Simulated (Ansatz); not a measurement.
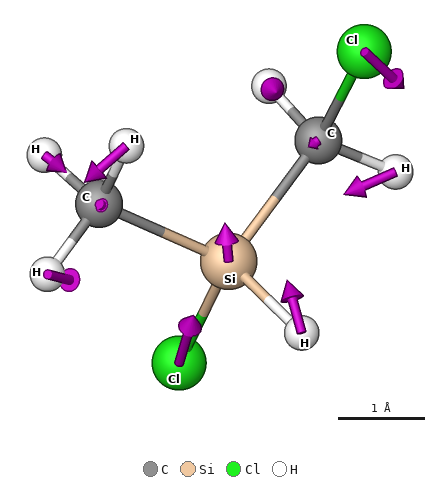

A relaxation of C$_{2}$H$_{6}$Cl$_{2}$Si. The starting structure is drawn; purple arrows show the displacements, 20 times their true length. The two geometries are superimposed by the best rigid fit.

Style: ball-and-stick. Shown at a tilt.

The start comes from PBE-D4/def2-SVP.

Theory: RKS PBE0-D4/def2-TZVP in Ansatz 0.2.0.

The input:
```yaml
crystal:
  periodic: [false, false, false]
  atoms:
    - {symbol: C, position_ang: [-1.381566, -0.436806, 0.651574]}
    - {symbol: Si, position_ang: [0.414723, 0.092813, 0.620635]}
    - {symbol: Cl, position_ang: [1.616259, -1.395729, 1.477345]}
    - {symbol: C, position_ang: [1.023029, 0.314149, -1.163006]}
    - {symbol: Cl, position_ang: [0.015858, 1.613106, -1.928879]}
    - {symbol: H, position_ang: [-1.745891, -0.547801, 1.692140]}
    - {symbol: H, position_ang: [-1.513708, -1.405964, 0.128909]}
    - {symbol: H, position_ang: [-1.997383, 0.328601, 0.136680]}
    - {symbol: H, position_ang: [0.643729, 1.365478, 1.378576]}
    - {symbol: H, position_ang: [2.085333, 0.626156, -1.211538]}
    - {symbol: H, position_ang: [0.905118, -0.611102, -1.761637]}
basis:
  gaussian: {orbitals: def2-TZVP}
hamiltonian: {xc: pbe0, dispersion: d4}
relax: {f_tol: 0.005, max_steps: 150}
```

Launched with:
```bash
ansatz run in.yaml --threads 4 --pin off --events-out ev --progress --plain --max-ram 10444MiB
```

**Describe the change and its energy.**

Cl3 moves most after the best rigid fit: 0.048 Å. By element the largest moves are Cl 0.048 Å, H 0.038 Å, Si 0.024 Å, C 0.008 Å. Near-neighbour distances that change, for instance: Si2–Cl3 2.096 → 2.067 Å, C4–Cl5 1.813 → 1.788 Å, C1–Si2 1.873 → 1.853 Å, Si2–C4 1.897 → 1.877 Å. Over 4 geometry steps the energy falls by 5.07 kJ/mol. Largest force component: 0.6 eV/Å at the start, 0.0047 eV/Å at the end.
